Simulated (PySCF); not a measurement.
## A study: CH$_{4}$BBrO$_{2}$, SMILES `COB(O)Br`

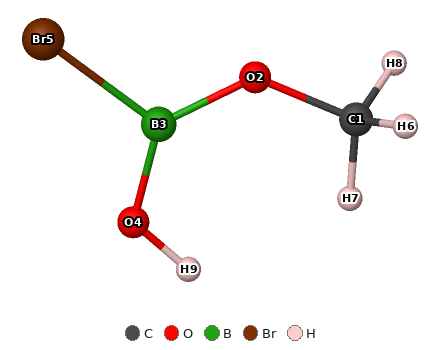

The molecule, with its atoms numbered as below. No frequency check shows the geometry to be a minimum.

Coordinates in Å:

```
C1       2.7635    0.5837    0.0002
O2       1.3575    0.6576   -0.0006
B3       0.4775   -0.3512    0.0002
O4       0.7013   -1.6749   -0.0002
Br5     -1.3265    0.1903    0.0001
H6       3.1319    1.0327    0.9246
H7       3.1277   -0.4457   -0.0712
H8       3.1335    1.1564   -0.8517
H9       1.5957   -2.0135    0.0012
```

Part 1: Bonding charge

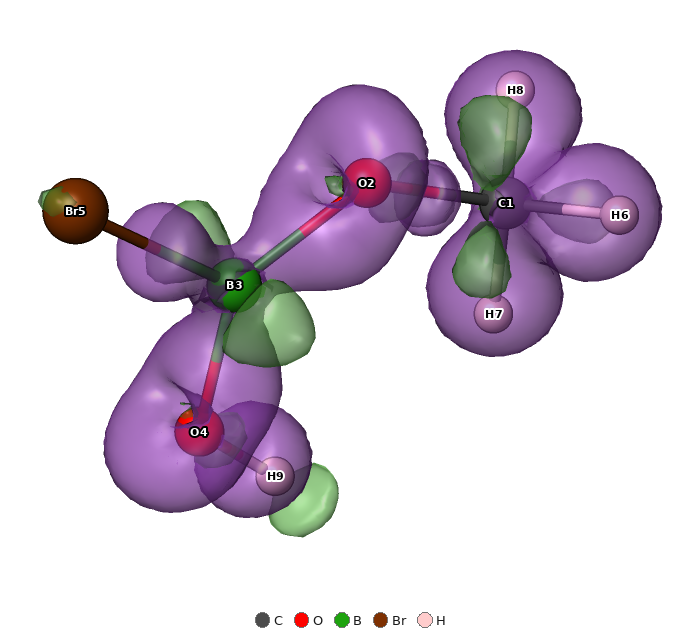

Deformation density (molecule less spherical, spin-averaged free atoms at the same positions), surfaces at ±0.11 e/Å³; purple: gain, green: loss.

PySCF calculation, PBE0/def2-SVPD, gas phase; geometry: GFN2-xTB.

**Describe the bonding that the map shows.**

O4–H9: +0.82 e/Å³ at the bond critical point (bond length 0.96 Å). C1–H8: +0.75 e/Å³ at the bond critical point (bond length 1.09 Å). C1–H6: +0.74 e/Å³ at the bond critical point (bond length 1.09 Å). C1–H7: +0.71 e/Å³ at the bond critical point (bond length 1.09 Å). B3–O4: +0.37 e/Å³ at the bond critical point (bond length 1.34 Å). O2–B3: +0.37 e/Å³ at the bond critical point (bond length 1.34 Å). B3–Br5: +0.23 e/Å³ at the bond critical point (bond length 1.88 Å). C1–O2: +0.05 e/Å³ at the bond critical point (bond length 1.41 Å); up to 0.6 Å beside the axis the gain reaches +0.29 e/Å³. In all, 2.0 electrons gather in the regions of gain relative to the promolecule. A small or negative value marks a very polar bond, one between electron-rich atoms, whose free-atom densities already overlap strongly, a long bond to a heavier atom, or a closed-shell contact such as a hydrogen bond.

Part 2: Local ionisation energy

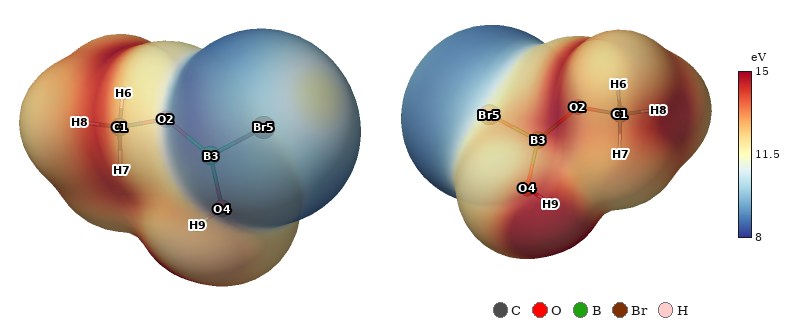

Average local ionisation energy on the surface of electron density 0.001 a.u. (back view left, front view right).

**Where are the most loosely bound electrons on this surface?**

The lowest value is 8.8 eV, 2.3 Å from Br5. Further minima include 11.9 eV, off the O4–H9 bond (1.8 to 2.0 Å from its atoms), and at like points elsewhere; 12.1 eV, 1.3 Å from H6. For comparison, the highest occupied orbital lies at −8.0 eV.

**What volume does the surface enclose, and what is the dipole moment?**

About 113 Å³; the dipole moment is 4.3 D.

Part 3: In an electric field

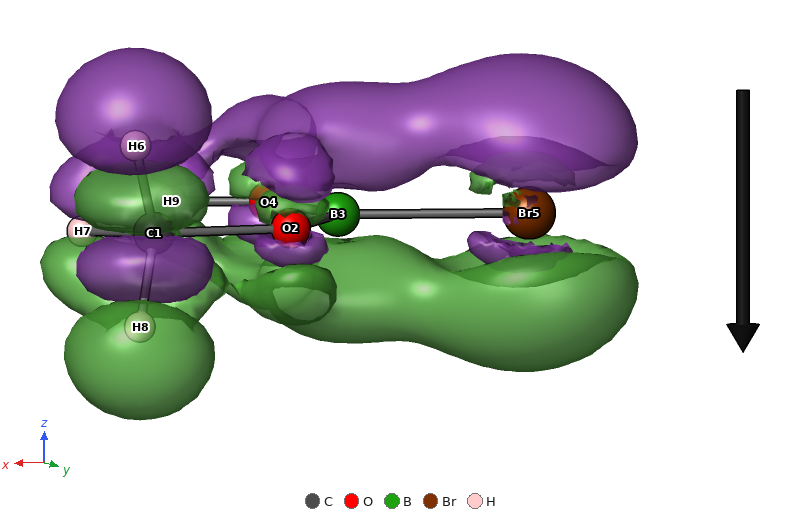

Change of the electron density in a uniform field of 0.51 V/Å along −z (arrow), surfaces at ±0.003 e/Å³ (purple: gain, green: loss).

Method: r2SCAN/def2-SVP; geometry: GFN2-xTB; program: PySCF. A basis without diffuse functions makes polarisabilities too small.

The field was applied in both directions; the picture shows the one opposite to the script's first.

**What dipole is induced, and what polarisability does it imply?**

The induced dipole is 0.78 D (along the field); α along this axis, from the fields in both directions, is 31 bohr³ (4.6 Å³).

The PySCF runs shown took 20 s and 59 s on 1 thread of Arm Neoverse V2, on a shared host.
